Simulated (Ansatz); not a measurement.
# CCSD(T)/def2-SVP (core potential) run of SnNH2F (SMILES [NH2][Sn][F])

What is the energy change on altering one bond length of SnNH2F at CCSD(T)/def2-SVP (core potential)? 

The calculation is run with Ansatz 0.2.0.

69 further runs of the same task are left out: 69 set aside as unsound or not needed.

## Step 1: Starting point

SnNH2F has 5 atoms, charge 0, and is taken as a singlet. SMILES: `[NH2][Sn][F]`. The shape is that of a PBE0-D4/def2-TZVP optimisation. This is one conformer, not always the lowest.

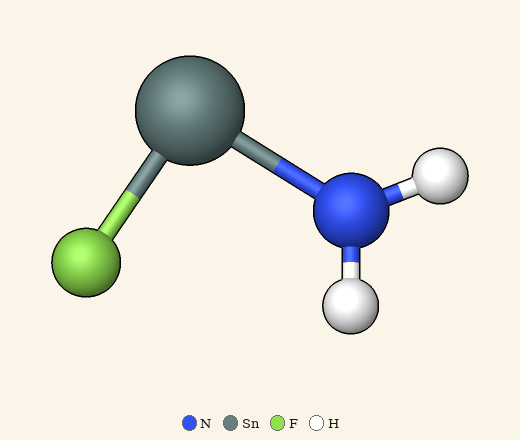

The structure, seen from a chosen angle (nitrogen blue, tin teal, fluorine green, hydrogen white).

## Step 2: The energy at CCSD(T)/def2-SVP (core potential)

The input, job.yaml:

```yaml
crystal:
  periodic: [false, false, false]
  atoms:
    - {symbol: N, position_ang: [-0.302900, 0.495500, -0.393300]}
    - {symbol: Sn, position_ang: [0.338900, -0.053700, 1.423200]}
    - {symbol: F, position_ang: [0.966900, -1.775900, 0.754300]}
    - {symbol: H, position_ang: [-0.746800, 1.369300, -0.629100]}
    - {symbol: H, position_ang: [-0.206200, -0.108900, -1.196600]}
basis:
  gaussian:
    orbitals: def2-SVP
magnetization:
  spin_polarized: false
  initial_magnetization: 0
correlation:
  method: ccsd_t
  frozen_orbitals: {F: 1, H: 0, "N": 1, Sn: 4}
accuracy: high
scf:
  omitted_lower_state_checks: [cluster_reference, increment]
```

Launch:

```sh
$ ansatz run job.yaml --threads 1 --pin off --max-ram 3480MiB --events-out events.jsonl --progress --plain --runs-dir runs
```

The log of the run (excerpt; [...] marks lines left out):

```text
Warning: RAYON_NUM_THREADS=1 ignored (pool sized by the plan → 1); use --threads N
Functional definition: HF
  name "HF"
[...]
1479 factors; integrals over basis functions are off by at most 3.2e-9 eV
[...]
mean field -10022.52561279 eV, -368.3210227582 hartree, gradient 2.9e-8 eV, S^2 0.000000; 0 other end points of the search recorded, 0 dependent functions left out
6 core orbitals not correlated: weight in the atoms' cores, before any rotation towards them, 1.000 or more for the frozen orbitals, at most 0.000 for the correlated occupied ones
reference -10022.52561279 eV, -368.3210227582 hartree; 14, 14 occupied and 44, 44 virtual orbitals, 1479 factors
second order -12.36627064 eV of doubles, -0.00000000 eV of singles
cycle   1  -12.44465016 eV  change   -7.8e-2 eV  update   1.1e-1
[...]
cycle  23  -12.88597781 eV  change   4.2e-11 eV  update   2.3e-9
perturbative correction -0.32183576 eV, -0.0118272459 hartree
Total energy: -10035.73342635 eV, -368.8064009541 hartree
Checks for a lower state left out: cluster_reference, increment
```

Wall time 10 s (1 thread of Arm Neoverse V1, shared host); peak memory 0.27 GiB.

## Step 3: The distorted shape at the same level

The input, molecule.yaml:

```yaml
basis:
  gaussian:
    orbitals: def2-SVP
crystal:
  periodic: [false, false, false]
  atoms:
    - {symbol: N, position_ang: [0.052220, -0.203541, -0.204660]}
    - {symbol: Sn, position_ang: [0.694020, -0.752741, 1.611840]}
    - {symbol: F, position_ang: [1.322020, -2.474941, 0.942940]}
    - {symbol: H, position_ang: [-0.746800, 1.369300, -0.629100]}
    - {symbol: H, position_ang: [0.148920, -0.807941, -1.007960]}
correlation:
  method: ccsd_t
  frozen_orbitals: {F: 1, H: 0, "N": 1, Sn: 4}
accuracy: high
scf:
  omitted_lower_state_checks: [cluster_reference, increment]
```

Launch:

```sh
$ ansatz run molecule.yaml --threads 1 --pin off --max-ram 3480MiB --events-out events.jsonl --progress --plain --runs-dir runs
```

The log of the run (excerpt; [...] marks lines left out):

```text
Warning: RAYON_NUM_THREADS=1 ignored (pool sized by the plan → 1); use --threads N
Functional definition: HF
  name "HF"
[...]
1480 factors; integrals over basis functions are off by at most 3.6e-9 eV
[...]
mean field -10017.94480129 eV, -368.1526810406 hartree, gradient 5.9e-8 eV, S^2 0.000000; 0 other end points of the search recorded, 0 dependent functions left out; unrestricted orbitals would lower it
6 core orbitals not correlated: weight in the atoms' cores, before any rotation towards them, 1.000 or more for the frozen orbitals, at most 0.000 for the correlated occupied ones
reference -10017.94480129 eV, -368.1526810406 hartree; 14, 14 occupied and 44, 44 virtual orbitals, 1480 factors
second order -12.94907778 eV of doubles, -0.00000000 eV of singles
cycle   1  -12.91449782 eV  change    3.5e-2 eV  update   1.4e-1
[...]
cycle  27  -13.64895533 eV  change   7.0e-10 eV  update   3.5e-9
perturbative correction -0.46424290 eV, -0.0170606120 hartree
Total energy: -10032.05799952 eV, -368.6713315093 hartree
Checks for a lower state left out: cluster_reference, increment
```

Run time: 11 s. Hardware: 1 thread of Arm Neoverse V1, shared host; peak memory 0.26 GiB.

## Step 4: Results

Level: CCSD(T)/def2-SVP (core potential), 6 core orbitals frozen.

| quantity | value |
| --- | --- |
| first shape: total energy | -368.80640 Eh |
| first shape: correlation energy (6 core orbitals frozen) | -485.4 mEh |
| first shape: (T) correction | -11.83 mEh |
| first shape: T1 diagnostic | 0.016 |
| distorted shape: total energy | -368.67133 Eh |
| distorted shape: correlation energy (6 core orbitals frozen) | -518.7 mEh |
| distorted shape: (T) correction | -17.06 mEh |
| distorted shape: T1 diagnostic | 0.021 |
| energy change with the N1–H4 bond stretched from 1.008 to 1.815 Å | 3.675 eV |

What this shows: One bond (distorted shape) is far stretched, which a spin-restricted single reference describes badly; perturbation theory on it can break down and give far too much correlation. With the N1–H4 bond stretched from 1.008 to 1.815 Å the energy rises by 3.68 eV (85 kcal/mol). The first shape isn't relaxed at this level, so the change isn't measured from a minimum. A restricted reference can't describe the breaking bond well at this length. The triples (first shape) make up 2.4 % of the correlation energy. The T1 diagnostic (distorted shape) of 0.021 is above the customary mark for such species, so a single reference may not serve. The restricted solution (distorted shape) is unstable to spin breaking: an unrestricted one lies lower. The triples (distorted shape) make up 3.3 % of the correlation energy.
